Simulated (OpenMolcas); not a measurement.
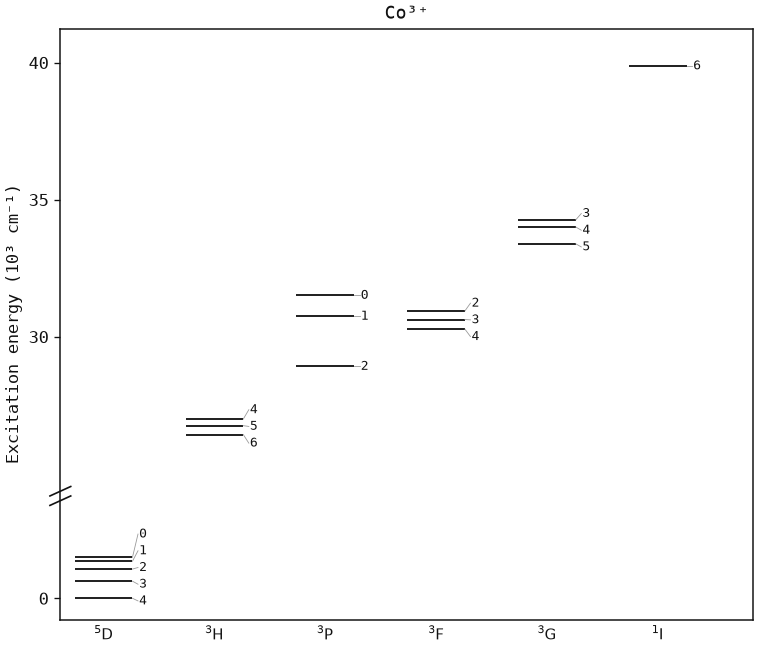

*Level diagram of Co IV (Co³⁺).*

The lowest level is 3d⁶ ⁵D₄. The first excited level, 3d⁶ ⁵D₃, lies at 623 cm⁻¹. The ground term spreads over 1,490 cm⁻¹ in the order J = 4, 3, 2, 1, 0, an inverted multiplet. All levels drawn have even parity, so no electric dipole line joins them. The leading LS term holds 99 % of a level on average. The ground level has g = 1.501. Spin-orbit coupling puts the ground level 648 cm⁻¹ below the lowest spin-free term.

```tsv
Configuration	Level	E (cm⁻¹)
3d⁶	⁵D₄	0
3d⁶	⁵D₃	624
3d⁶	⁵D₂	1,065
3d⁶	⁵D₁	1,351
3d⁶	⁵D₀	1,492
3d⁶	³H₆	26,430
3d⁶	³H₅	26,750
3d⁶	³H₄	26,990
3d⁶	³P₂	28,920
3d⁶	³F₄	30,280
3d⁶	³F₃	30,630
3d⁶	³P₁	30,750
3d⁶	³F₂	30,940
3d⁶	³P₀	31,510
3d⁶	³G₅	33,390
3d⁶	³G₄	34,000
3d⁶	³G₃	34,260
3d⁶	¹I₆	39,880
```

# Multiconfigurational calculation for Co³⁺ (part 1 of 2)

- system: Co³⁺.
- method: state-averaged CASSCF, active space 6 electrons in the shell 3d, basis ANO-L-VQZP, non-relativistic scalar Hamiltonian, spin-orbit coupling by RASSI with atomic mean-field integrals (OpenMolcas)

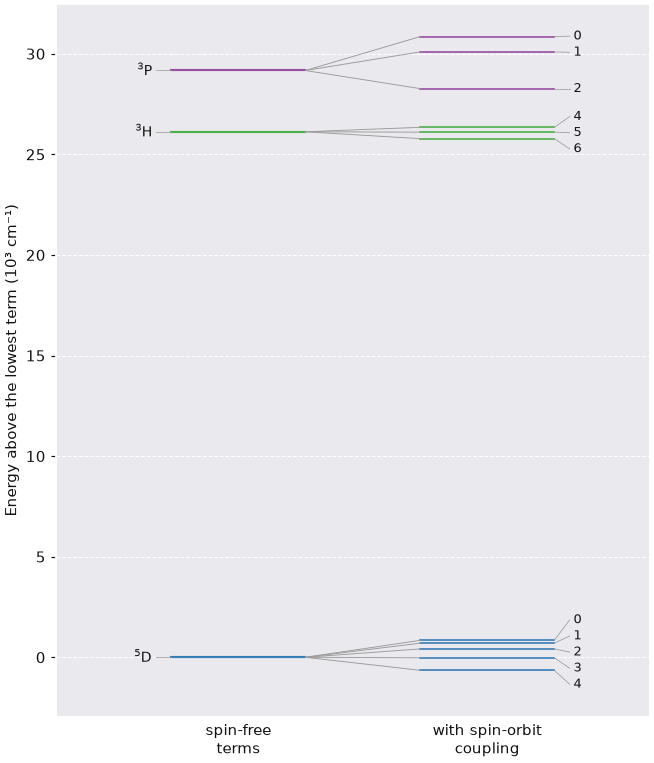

*Terms of Co³⁺ without and with spin-orbit coupling; numbers at the right are J.*

⁵D (at 0) splits over 1,490 cm⁻¹ into J = 4, 3, 2, 1, 0 from the bottom up (inverted); ³H (at 26,100 cm⁻¹) splits over 564 cm⁻¹ into J = 6, 5, 4 from the bottom up (inverted); ³P (at 29,200 cm⁻¹) splits over 2,590 cm⁻¹ into J = 2, 1, 0 from the bottom up (inverted). The ground level lies 648 cm⁻¹ below the lowest term.

These pictures come from the run below.

Input file:
```
&GATEWAY
Coord
1

Co 0.0 0.0 0.0
Basis=ANO-L-VQZP
Group=XYZ
NoMove
AngMom=0.0 0.0 0.0
AMFI
&SEWARD
&RASSCF
FileOrb=start.orb
Symmetry=1
Spin=5
nActEl=6 0 0
Inactive=3 6
Ras2=5 0
CIRoot=5 5 1
SDav=5
CIMx=300
Iter=120 100
PrWF=0.3
OrbListing=Nothing
MaxOrb=0
Atom
>>> COPY $Project.JobIph JOB001
&RASSCF
FileOrb=start.orb
Symmetry=1
Spin=3
nActEl=6 0 0
Inactive=3 6
Ras2=5 0
CIRoot=45 45 1
SDav=45
CIMx=300
Iter=120 100
PrWF=0.3
OrbListing=Nothing
MaxOrb=0
Atom
CIOnly
>>> COPY $Project.JobIph JOB002
&RASSCF
FileOrb=start.orb
Symmetry=1
Spin=1
nActEl=6 0 0
Inactive=3 6
Ras2=5 0
CIRoot=50 50 1
SDav=50
CIMx=300
Iter=120 100
PrWF=0.3
OrbListing=Nothing
MaxOrb=0
Atom
CIOnly
>>> COPY $Project.JobIph JOB003
&RASSI
NrOfJobIphs=3 5 35 23
1 2 3 4 5
1 2 3 4 5 6 7 8 9 10 11 12 13 14 15 16 17 18 19 20 21 22 23 24 25 26 27
28 29 30 31 32 33 34 35
1 2 3 4 5 6 7 8 9 10 11 12 13 14 15 16 17 18 19 20 21 22 23
IphNames
JOB001
JOB002
JOB003
EJob
SpinOrbit
DIPRint=1.0
SOCoupling=1000.0
Subsets=2
MEES
Property=10
'ANGMOM' 1 'ANGMOM' 2 'ANGMOM' 3 'MLTPL  1' 1 'MLTPL  1' 2 'MLTPL  1' 3
'AMFI' 1 'AMFI' 2 'AMFI' 3 'MLTPL  2' 6
SOProperty=3
'ANGMOM' 1 'ANGMOM' 2 'ANGMOM' 3
```

The file start.orb holds starting orbitals from an earlier step. A driver script formed the levels outside the program, from RASSI's spin-orbit matrix and the active-space energies, averaged over the components of each term or state.

Run as:
```bash
OMP_NUM_THREADS=1 MOLCAS_MEM=2252 MOLCAS_PROJECT=a pymolcas a.inp > a.log  # once for each step of the input, in one work folder
```

Output (extracts):
```
--- SEWARD ---
Basis set label: CO.ANO-L...7S6P4D3F2G.

      Electronic valence basis set:
      ------------------
      Associated Effective Charge  27.000000 au
      Associated Actual Charge     27.000000 au
      Nuclear Model: Point charge

      Shell  nPrim  nBasis  Cartesian Spherical Contaminant
         s      21       7        X
         p      15       6        X
         d      10       4                 X
         f       6       3                 X
         g       4       2                 X
                  Atomic mean-field integrals
--- RASSCF ---
Wave function specifications:
      -----------------------------

      Number of closed shell electrons          18
      Number of electrons in active shells       6
      Max number of holes in RAS1 space          0
      Max nr of electrons in RAS3 space          0
      Number of inactive orbitals                9
      Number of active orbitals                  5
      Number of secondary orbitals              70
      Spin quantum number                      2.0
      State symmetry                             1
Orbital specifications:
      -----------------------

      Symmetry species                           1   2
                                                ag  au
      Frozen orbitals                            0   0
      Inactive orbitals                          3   6
      Active orbitals                            5   0
      RAS1 orbitals                              0   0
      RAS2 orbitals                              5   0
      RAS3 orbitals                              0   0
      Secondary orbitals                        37  33
      Deleted orbitals                           0   0
      Number of basis functions                 45  39
      Number of CSFs                             5
      Number of root(s) required                 5
      Iter CI   SX   CI       RASSCF       Energy    max ROT     max BLB   max BLB  Level Ln srch  Step   QN
          iter iter root      energy       change     param      element    value   shift minimum  type update
 Nr of preliminary CI iterations:   1
      Total energies have been shifted. Add                -1000.00 au
        1   1    9    0  -378.91597735    0.00E+00   1.93E-01*   8  17 1  5.41E-01*  0.00   0.00    SX    NO
        2   1    9    0  -379.36517955   -4.49E-01*  4.90E-02    3  11 1 -2.78E-01*  0.00   0.00    SX    NO
        3   1    9    0  -379.41740798   -5.22E-02*  3.94E-02    3  11 1  1.20E-01*  0.00   0.00    SX    NO
        4   1    9    0  -379.43270463   -1.53E-02*  2.71E-02    3  11 1 -8.91E-02*  0.00   0.00    SX    NO
        5   1    9    0  -379.43866084   -5.96E-03*  1.05E-02    3  11 1  5.90E-02*  0.00   0.59    LS   YES
        6   1    8    0  -379.44435086   -5.69E-03* -1.42E-03    6  15 1  3.44E-03*  0.00   1.06    QN   YES
        7   1    7    0  -379.44437831   -2.75E-05*  7.19E-05    3  10 1  3.26E-04*  0.00   0.98    QN   YES
        8   1    6    0  -379.44437847   -1.55E-07* -6.87E-06    3  11 1 -6.65E-05   0.00   1.05    QN   YES
        9   1    4    0  -379.44437847   -3.75E-09   5.34E-07    3  18 2 -3.70E-06   0.00   0.99    QN   YES
      Convergence after  9 iterations
       10   1    4    0  -379.44437847   -1.07E-11   5.34E-07    6  18 2 -1.58E-07   0.00   0.99    QN   YES
      Natural orbitals and occupation numbers for root  1
      sym 1:   2.000000   1.000000   1.000000   1.000000   1.000000
      Natural orbitals and occupation numbers for root  2
      sym 1:   1.000000   1.000000   2.000000   1.000000   1.000000
      Natural orbitals and occupation numbers for root  3
      sym 1:   1.000000   1.000000   1.000000   2.000000   1.000000
::    RASSCF root number  1 Total energy:  -1379.44437847
::    RASSCF root number  2 Total energy:  -1379.44437847
::    RASSCF root number  3 Total energy:  -1379.44437847
::    RASSCF root number  4 Total energy:  -1379.44437847
::    RASSCF root number  5 Total energy:  -1379.44437847
--- RASSCF ---
Wave function specifications:
      -----------------------------

      Number of closed shell electrons          18
      Number of electrons in active shells       6
      Max number of holes in RAS1 space          0
      Max nr of electrons in RAS3 space          0
      Number of inactive orbitals                9
      Number of active orbitals                  5
      Number of secondary orbitals              70
      Spin quantum number                      1.0
      State symmetry                             1
Orbital specifications:
      -----------------------

      Symmetry species                           1   2
                                                ag  au
      Frozen orbitals                            0   0
      Inactive orbitals                          3   6
      Active orbitals                            5   0
      RAS1 orbitals                              0   0
      RAS2 orbitals                              5   0
      RAS3 orbitals                              0   0
      Secondary orbitals                        37  33
      Deleted orbitals                           0   0
      Number of basis functions                 45  39
      Number of CSFs                            45
      Number of root(s) required                45
      Iter CI   SX   CI       RASSCF       Energy    max ROT     max BLB   max BLB  Level Ln srch  Step   QN
          iter iter root      energy       change     param      element    value   shift minimum  type update
 Nr of preliminary CI iterations:   1
        1   1    0    0 -1379.26150250    0.00E+00   0.00E+00    7  16 1 -1.61E-02*  0.00   0.00    SX    NO
      Natural orbitals and occupation numbers for root  1
      sym 1:   1.020819   0.942830   1.533510   1.380592   1.122250
      Natural orbitals and occupation numbers for root  2
      sym 1:   1.566849   0.953859   1.306910   1.169905   1.002477
      Natural orbitals and occupation numbers for root  3
      sym 1:   0.880872   1.521055   1.164192   1.376947   1.056935
::    RASSCF root number  1 Total energy:  -1379.32534011
::    RASSCF root number  2 Total energy:  -1379.32534011
::    RASSCF root number  3 Total energy:  -1379.32534011
::    RASSCF root number  4 Total energy:  -1379.32534011
::    RASSCF root number  5 Total energy:  -1379.32534011
::    RASSCF root number  6 Total energy:  -1379.32534011
::    RASSCF root number  7 Total energy:  -1379.32534011
::    RASSCF root number  8 Total energy:  -1379.32534011
::    RASSCF root number  9 Total energy:  -1379.32534011
::    RASSCF root number 10 Total energy:  -1379.32534011
::    RASSCF root number 11 Total energy:  -1379.32534011
::    RASSCF root number 12 Total energy:  -1379.31146145
::    RASSCF root number 13 Total energy:  -1379.31146145
::    RASSCF root number 14 Total energy:  -1379.31146145
::    RASSCF root number 15 Total energy:  -1379.30750593
::    RASSCF root number 16 Total energy:  -1379.30750593
::    RASSCF root number 17 Total energy:  -1379.30750593
::    RASSCF root number 18 Total energy:  -1379.30750593
::    RASSCF root number 19 Total energy:  -1379.30750593
::    RASSCF root number 20 Total energy:  -1379.30750593
::    RASSCF root number 21 Total energy:  -1379.30750593
::    RASSCF root number 22 Total energy:  -1379.29391305
::    RASSCF root number 23 Total energy:  -1379.29391305
::    RASSCF root number 24 Total energy:  -1379.29391305
::    RASSCF root number 25 Total energy:  -1379.29391305
::    RASSCF root number 26 Total energy:  -1379.29391305
::    RASSCF root number 27 Total energy:  -1379.29391305
::    RASSCF root number 28 Total energy:  -1379.29391305
::    RASSCF root number 29 Total energy:  -1379.29391305
::    RASSCF root number 30 Total energy:  -1379.29391305
--- RASSCF ---
Wave function specifications:
      -----------------------------

      Number of closed shell electrons          18
      Number of electrons in active shells       6
      Max number of holes in RAS1 space          0
      Max nr of electrons in RAS3 space          0
      Number of inactive orbitals                9
      Number of active orbitals                  5
      Number of secondary orbitals              70
      Spin quantum number                      0.0
      State symmetry                             1
Orbital specifications:
      -----------------------

      Symmetry species                           1   2
                                                ag  au
      Frozen orbitals                            0   0
      Inactive orbitals                          3   6
      Active orbitals                            5   0
      RAS1 orbitals                              0   0
      RAS2 orbitals                              5   0
      RAS3 orbitals                              0   0
      Secondary orbitals                        37  33
      Deleted orbitals                           0   0
      Number of basis functions                 45  39
      Number of CSFs                            50
      Number of root(s) required                50
      Iter CI   SX   CI       RASSCF       Energy    max ROT     max BLB   max BLB  Level Ln srch  Step   QN
          iter iter root      energy       change     param      element    value   shift minimum  type update
 Nr of preliminary CI iterations:   1
        1   1    0    0 -1379.17006451    0.00E+00   0.00E+00    7  16 1 -2.42E-02*  0.00   0.00    SX    NO
      Natural orbitals and occupation numbers for root  1
      sym 1:   1.591524   1.024706   0.802091   1.454426   1.127253
      Natural orbitals and occupation numbers for root  2
      sym 1:   0.998046   1.046265   1.498047   0.832417   1.625226
      Natural orbitals and occupation numbers for root  3
      sym 1:   1.697847   1.036420   1.047310   1.415102   0.803321
::    RASSCF root number  1 Total energy:  -1379.26582093
::    RASSCF root number  2 Total energy:  -1379.26582093
::    RASSCF root number  3 Total energy:  -1379.26582093
::    RASSCF root number  4 Total energy:  -1379.26582093
::    RASSCF root number  5 Total energy:  -1379.26582093
::    RASSCF root number  6 Total energy:  -1379.26582093
::    RASSCF root number  7 Total energy:  -1379.26582093
::    RASSCF root number  8 Total energy:  -1379.26582093
::    RASSCF root number  9 Total energy:  -1379.26582093
::    RASSCF root number 10 Total energy:  -1379.26582093
::    RASSCF root number 11 Total energy:  -1379.26582093
::    RASSCF root number 12 Total energy:  -1379.26582093
::    RASSCF root number 13 Total energy:  -1379.26582093
::    RASSCF root number 14 Total energy:  -1379.25601556
::    RASSCF root number 15 Total energy:  -1379.25601556
::    RASSCF root number 16 Total energy:  -1379.25601556
::    RASSCF root number 17 Total energy:  -1379.25601556
::    RASSCF root number 18 Total energy:  -1379.25601556
::    RASSCF root number 19 Total energy:  -1379.25601556
::    RASSCF root number 20 Total energy:  -1379.25601556
::    RASSCF root number 21 Total energy:  -1379.25601556
::    RASSCF root number 22 Total energy:  -1379.25601556
::    RASSCF root number 23 Total energy:  -1379.22463879
::    RASSCF root number 24 Total energy:  -1379.20897167
::    RASSCF root number 25 Total energy:  -1379.20897167
::    RASSCF root number 26 Total energy:  -1379.20897167
::    RASSCF root number 27 Total energy:  -1379.20897167
::    RASSCF root number 28 Total energy:  -1379.20897167
::    RASSCF root number 29 Total energy:  -1379.17153974
::    RASSCF root number 30 Total energy:  -1379.17153974
```

(Continued in part 2.) Outcome of the run: converged.
